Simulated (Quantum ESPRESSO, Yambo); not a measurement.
# BaAlGeH (P3m1): G0W0 with Yambo, start to end, part 3 of 3

Wanted: ground state, empty states, screening and self-energy for BaAlGeH (P3m1).

Quantum ESPRESSO 7.5 and Yambo 5.3.0; PBEsol and many-body steps on it, plane waves. Known limits of the many-body steps: not at the basis limit; exchange with frozen shells missing; no spin-orbit coupling; coarse k mesh.

So far. Step 3 (Bands along the symmetry lines): The gap is 0.744 eV, −0.041 eV from the run before at this level. Step 4 (Empty states on the mesh, 3×3×4 mesh, 81 bands): On this mesh the gap is 0.933 eV. The earlier step found 0.785 eV, so this mesh misses an edge.

**6. Screening and self-energy, 3×3×4 mesh, 81 bands, screening to 88.4 eV**

Now the one-shot GW correction: screening in the RPA, then the self-energy of the levels asked for.

This step: G0W0 on PBEsol, plane waves, norm-conserving pseudopotentials.

File gw1.in:

```
HF_and_locXC
gw0
dyson
ppa
em1d
rim_cut
RandQpts= 1000000
RandGvec= 1 RL
EXXRLvcs= 70 Ry
VXCRLvcs= 280 Ry
Chimod= "HARTREE"
% BndsRnXp
 1 | 81 |
%
NGsBlkXp= 6.5 Ry
% LongDrXp
 1 | 1 | 1 |
%
% GbndRnge
 1 | 81 |
%
DysSolver= "n"
ExtendOut
PPAPntXp= 27.21138 eV
% QPkrange
 3 | 3 | 13 | 16 |
 10 | 10 | 13 | 16 |
 1 | 1 | 13 | 16 |
%
```

The run is started by

```console
$ OMP_NUM_THREADS=1 mpirun -n 4 yambo -F gw1.in -J gw1 -C gw1 > gw1.log
```

Output:

```text
 Yambo, version 5.3.0

 [02] CORE Variables Setup
 =========================

  [... cell, symmetries and grids as in the set-up ...]

  [02.05] Energies & Occupations
  ==============================

  [X] === General ===
  [X] Electronic Temperature                        :  0.000000  0.000000 [eV K]
  [X] Bosonic    Temperature                        :  0.000000  0.000000 [eV K]
  [X] Finite Temperature mode                       : no
  [X] El. density                                   :  0.32835E+24 [cm-3]
  [X] Fermi Level                                   :  7.863334 [eV]

  [X] === Gaps and Widths ===
  [X] Conduction Band Min                           :  0.932700 [eV]
  [X] Valence Band Max                              :  0.000000 [eV]
  [X] Filled Bands                                  :  14
  [X] Empty Bands                                   :   15   81
  [X] Direct Gap                                    :  1.324682 [eV]
  [X] Direct Gap localized at k                     :  10
  [X] Indirect Gap                                  :  0.932700 [eV]
  [X] Indirect Gap between kpts                     :   3  10
  [X] Last valence band width                       :  0.927907 [eV]
  [X] 1st conduction band width                     :  2.208528 [eV]

 [03] Transferred momenta grid and indexing
 ==========================================

 IBZ Q-points                                      :  10
 BZ  Q-points                                      :   36

 K/Q-points units:
 rlu = crystal or reduced units; cc = cartesian coordinates; iku = interal k-units

 Q [ 1]         [rlu]:  0.000000  0.000000  0.000000
 Q [ 2]         [rlu]:  0.000000  0.000000  0.250000
 Q [ 3]         [rlu]:  0.000000  0.000000 -0.500000
 Q [ 4]         [rlu]: -0.50022E-17  0.33333       0.0000
 Q [ 5]         [rlu]: -0.50022E-17  0.33333      0.25000
 Q [ 6]         [rlu]: -0.50022E-17  0.33333     -0.50000
 Q [ 7]         [rlu]:  0.333333  0.333333  0.000000
 Q [ 8]         [rlu]:  0.333333  0.333333  0.250000
 Q [ 9]         [rlu]:  0.333333  0.333333 -0.500000
 Q [10]         [rlu]:  0.50022E-17 -0.33333      0.25000

 [04] Coloumb potential Random Integration (RIM)
 ===============================================

  [04.01] RIM initialization
  ==========================

  * Diagonal components only detected *

  8 x (sBL volume)        :  0.095788 [a.u.]
  sBZ random points       :  1000000
  Points outside the sBZ  :   7994252
  RL volume               :  0.431045 [a.u.]
  Integrated volume       :  0.431355 [a.u.]

  [04.02] RIM integrals
  =====================

  Gamma point sphere radius             :  0.082995 [a.u.]
  Points outside the sphere             :   799854
  [Int_sBZ(q=0) 1/q^2]*(Vol_sBZ)^(-1/3) =:  7.456237
                                 should be <:  7.795600

  Summary of Coulomb integrals for non-metallic bands |Q|[au] RIM/Bare

  Q [1] 0.100000E-4 0.956467 * Q [2] 0.159360 0.799776
  Q [4] 0.294547 1.126168 * Q [3] 0.318719 0.944839
  Q [5] 0.334894 1.062290 * Q [10] 0.334894 1.062718
  Q [6] 0.433982 1.009440 * Q [7] 0.510171 1.040563
  Q [8] 0.534481 1.031671 * Q [9] 0.601545 1.016757

 [05] Dipoles
 ============

  [05.01] Setup: observables and procedures
  =========================================

  [WARNING] [x,Vnl] slows the Dipoles computation. To neglect it rename the ns.kb_pp file

 [06] Dynamic Dielectric Matrix (PPA)
 ====================================

 [WR./gw1//ndb.pp]---------------------------------------------------------------
  Brillouin Zone Q/K grids (IBZ/BZ)                :   10   36   10   36
  RL vectors                                       :   6909 [WF]
  Coulomb cutoff potential                         : none
  Electronic Temperature                           :  0.000000 [K]
  Bosonic    Temperature                           :  0.000000 [K]
  PPA    diel. fun.  energies                      : Perdew, Burke & Ernzerhof SOL(X)+Perdew, Burke & Ernzerhof SOL(C)
  wavefunctions                                    : Perdew, Burke & Ernzerhof SOL(X)+Perdew, Burke & Ernzerhof SOL(C)
  Global Gauge                                     : length
  X matrix size                                    :  159
  X band range                                     :    1   81
  X e/h energy range                               : -1.000000 -1.000000 [eV]
  X Time ordering                                  : R
  X Hxc Kernel                                     : HARTREE
  X Drude frequency                                :  0.000000  0.000000
  X poles                                          :  100.0000 [o/o]
  RL vectors in the sum                            :   6909
  [r,Vnl] included                                 : yes
  Field direction                                  :  0.577350E-5  0.577350E-5  0.577350E-5
  BZ energy Double Grid                            : no
  BZ energy DbGd points                            : 0
  BZ Q point size factor                           : -1.000000
  X Optical Averaged directions                    : none

 [07] Local Exchange-Correlation + Non-Local Fock
 ================================================

 [VXC] Plane waves :   45473
 [EXS] Plane waves :   5667

 QP @ state[ 1 ] K range:  1  1
 QP @ state[ 1 ] b range:  13  16
 QP @ state[ 2 ] K range:  3  3
 QP @ state[ 2 ] b range:  13  16
 QP @ state[ 3 ] K range:  10  10
 QP @ state[ 3 ] b range:  13  16

 [xc] Functional : Perdew, Burke & Ernzerhof SOL(X)+Perdew, Burke & Ernzerhof SOL(C)
 [xc] LIBXC used to calculate xc functional
  PP Number of Atomic Species                      :   4
  NLCC RL compoments                               :   45473
  PP Number of Atomic Species                      :   4
  NLCC RL compoments                               :   45473

 [xc] E_xc :  -14.60105 [Ha]
      E_xc :  -29.20211 [Ry]

  Local XC kind (lXC) : Perdew, Burke & Ernzerhof SOL(X)+Perdew, Burke & Ernzerhof SOL(C)
  Non-Local XC kind (nlXC) : Hartree-Fock

  Corrections @ K [1] :  [eV]
 <13|nlXC|13> = -12.44620  0.17405E-16 <13|lXC|13> = -10.63922 -0.18882E-15
 <14|nlXC|14> = -12.44541 -0.22776E-16 <14|lXC|14> = -10.63922  0.37763E-15
 <15|nlXC|15> = -6.350843  0.17186E-18 <15|lXC|15> = -10.04060  0.18882E-15
 <16|nlXC|16> = -5.657879  0.26983E-17 <16|lXC|16> = -9.930246  0.000000

  Corrections @ K [3] :  [eV]
 <13|nlXC|13> = -12.96465 -0.46543E-17 <13|lXC|13> = -11.03532  0.94408E-16
 <14|nlXC|14> = -11.95901 -0.51572E-17 <14|lXC|14> = -10.55733 -0.47204E-16
 <15|nlXC|15> = -6.966089 -0.46098E-17 <15|lXC|15> = -10.67951 -0.94408E-16
 <16|nlXC|16> = -5.413474 -0.29073E-17 <16|lXC|16> = -9.547492 -0.59005E-16

  Corrections @ K [10] :  [eV]
 <13|nlXC|13> = -12.61264  0.11033E-16 <13|lXC|13> = -10.49683 -0.18882E-15
 <14|nlXC|14> = -11.45972  0.14915E-16 <14|lXC|14> = -10.09412  0.47204E-16
 <15|nlXC|15> = -5.498832  0.13092E-17 <15|lXC|15> = -9.134134  0.000000
 <16|nlXC|16> = -5.347319  0.27036E-17 <16|lXC|16> = -9.504191 -0.47204E-16

  [07.01] Hartree-Fock occupations report
  =======================================

  [Hartree-Fock] === General ===
  [Hartree-Fock] Electronic Temperature             :  0.000000  0.000000 [eV K]
  [Hartree-Fock] Bosonic    Temperature             :  0.000000  0.000000 [eV K]
  [Hartree-Fock] Finite Temperature mode            : no
  [Hartree-Fock] El. density                        :  0.32835E+24 [cm-3]
  [Hartree-Fock] Fermi Level                        :  7.863334 [eV]

  [Hartree-Fock] === Gaps and Widths ===
  [Hartree-Fock] Conduction Band Min                :  1.187135 [eV]
  [Hartree-Fock] Valence Band Max                   : -0.258356 [eV]
  [Hartree-Fock] Filled Bands                       :  14
  [Hartree-Fock] Empty Bands                        :   15   81
  [Hartree-Fock] Direct Gap                         :  1.554618 [eV]
  [Hartree-Fock] Direct Gap localized at k          :  2
  [Hartree-Fock] Indirect Gap                       :  1.445491 [eV]
  [Hartree-Fock] Indirect Gap between kpts          :   2   4
  [Hartree-Fock] Last valence band width            :  1.972426 [eV]
  [Hartree-Fock] 1st conduction band width          :  3.871773 [eV]

 [08] Dyson equation: Newton solver
 ==================================

  [08.01] G0W0 (W PPA)
  ====================

  [  GW  ] Bands range     :    1   81
  [GW/PPA] G damping       :  0.100000 [eV]

  QP @ state[ 1 ] K range:  1  1
  QP @ state[ 1 ] b range:  13  16
  QP @ state[ 2 ] K range:  3  3
  QP @ state[ 2 ] b range:  13  16
  QP @ state[ 3 ] K range:  10  10
  QP @ state[ 3 ] b range:  13  16

   Sc/G bands                                       :    1   81
   Sc/G damping                                     :  0.100000 ev
   Sc bands terminator                              : no
   Sx RL components                                 :   5667

   QP @ state[ 1 ] K range                          :  1  1
   QP @ state[ 1 ] b range                          :  13  16
   QP @ state[ 2 ] K range                          :  3  3
   QP @ state[ 2 ] b range                          :  13  16
   QP @ state[ 3 ] K range                          :  10  10
   QP @ state[ 3 ] b range                          :  13  16
   GF energies kind                                 : Perdew, Burke & Ernzerhof SOL(X)+Perdew, Burke & Ernzerhof SOL(C)
   GF WF`s kind                                     : Perdew, Burke & Ernzerhof SOL(X)+Perdew, Burke & Ernzerhof SOL(C)
   Xs energies kind                                 : Perdew, Burke & Ernzerhof SOL(X)+Perdew, Burke & Ernzerhof SOL(C)
   Xs WF`s kind                                     : Perdew, Burke & Ernzerhof SOL(X)+Perdew, Burke & Ernzerhof SOL(C)

 [11] Game Over & Game summary
```

Wall time 46 s (4 MPI ranks of Arm Neoverse V1, shared host); peak memory 1.7 GiB; 3 min of CPU time.

This step gave:

- G0W0 gap on the points computed: 1.458 eV
- starting gap on the mesh: 0.9327 eV
- k of the valence top: 0, 0, -0.5
- k of the conduction bottom: 0, -0.3333, 0.25
- least direct G0W0 gap on the computed points: 1.844 eV
- Z at the valence top: 0.7813
- Z at the conduction bottom: 0.7927

The gap on the mesh goes from 0.93 eV to 1.46 eV, a correction of +0.53 eV. The start differs from the 0.78 eV found before because the two sample other k points.

Limits: finite bands, cutoff and mesh; exchange with frozen shells missing; no spin-orbit coupling; coarse k mesh. v1 is the top filled band, c1 the lowest empty one. Levels before and after the correction, in eV, zero at the valence-band top of each column:

```tsv
	conduction bottom	valence top
Kohn-Sham	0.93	0.00
G0W0	1.46	0.00
```

```tsv
	level	energy (eV)
Kohn-Sham	(0 0 -0.5) v2	-0.048
Kohn-Sham	(0 0 -0.5) v1	0.000
Kohn-Sham	(0 0 -0.5) c1	1.345
Kohn-Sham	(0 0 -0.5) c2	1.932
Kohn-Sham	(0 -0.333 0.25) v2	-1.136
Kohn-Sham	(0 -0.333 0.25) v1	-0.392
Kohn-Sham	(0 -0.333 0.25) c1	0.933
Kohn-Sham	(0 -0.333 0.25) c2	2.461
G0W0	(0 0 -0.5) v2	-0.199
G0W0	(0 0 -0.5) v1	0.000
G0W0	(0 0 -0.5) c1	1.860
G0W0	(0 0 -0.5) c2	2.611
G0W0	(0 -0.333 0.25) v2	-1.274
G0W0	(0 -0.333 0.25) v1	-0.386
G0W0	(0 -0.333 0.25) c1	1.458
G0W0	(0 -0.333 0.25) c2	3.073
```

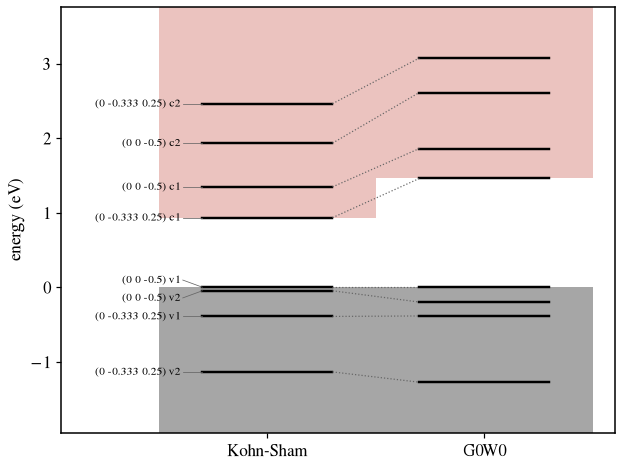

Levels before and after the correction. Shaded: valence and conduction bands.

**7. Where the time went**

Times are wall times on the hardware named with each run, good to a factor of about two.

```tsv
step	time	share	memory (GiB)
ground state	15 s	16 %	0.35
bands along the symmetry lines	15 s	16 %	0.28
empty states on the mesh	12 s	13 %	0.38
conversion and set-up	3.3 s	4 %	0.24
screening and self-energy	46 s	51 %	1.7
```

**8. What came out**

- PBEsol gap: 0.74 eV, indirect
- G0W0 gap on the mesh: 1.46 eV
- G0W0 gap over the zone (rigid shift): 1.27 eV
- GW settings: 3×3×4 mesh, 81 bands, screening to 88.4 eV, Godby-Needs plasmon pole
- known limits: not at the basis limit; exchange with frozen shells missing; no spin-orbit coupling; coarse k mesh

G0W0 moves the gap on the mesh from 0.93 eV to 1.46 eV (+0.53 eV), with Z of 0.78 and 0.79 at the edges. The mesh misses the band edges by 0.19 eV in all; a rigid shift gives 1.27 eV for the zone. Only 3 of the mesh's irreducible points were corrected, so a valley elsewhere could overtake. The dearest step here is «screening and self-energy». Bands and cutoff are finite, so the gap is not at the basis limit. The miss can reach some tenths of an eV and take either sign; the mesh is an error of its own. In the G0W0 run levels were corrected at 3 k points alone, so a gap called «on the mesh» is the least over those, and an edge elsewhere would be missed. A denser mesh or path gives a starting gap of 0.74 eV: the GW mesh misses a band edge, so its gaps are not the fundamental one. The 3×3×4 mesh is coarse for this cell, which bears on the long-range parts of exchange and screening. The norm-conserving file of at least one element keeps a d shell over frozen s and p shells of the same row. Exchange with those shells is missing from the self-energy, an error of 0.3 to 0.9 eV in cases checked, whose sign depends on which edge lies on those atoms. The many-body steps are scalar-relativistic: spin-orbit coupling is not in them.

[Paths, hosts, dates, memory and timing lines, banners, echoed tables and standing remarks are left out of the program output.]

[Logs are printed without paths, hosts, clocks, repeated set-up lines and the standing remarks that a program may print on its own settings, such as how far it seeks lower states.]

[Runs of the session that timed out or met a known fault of the program may be left out.]

[Hosts, paths, dates, database ids (printed as entryN), source tags and the programs' standing remarks are cut or masked in the printed files.]
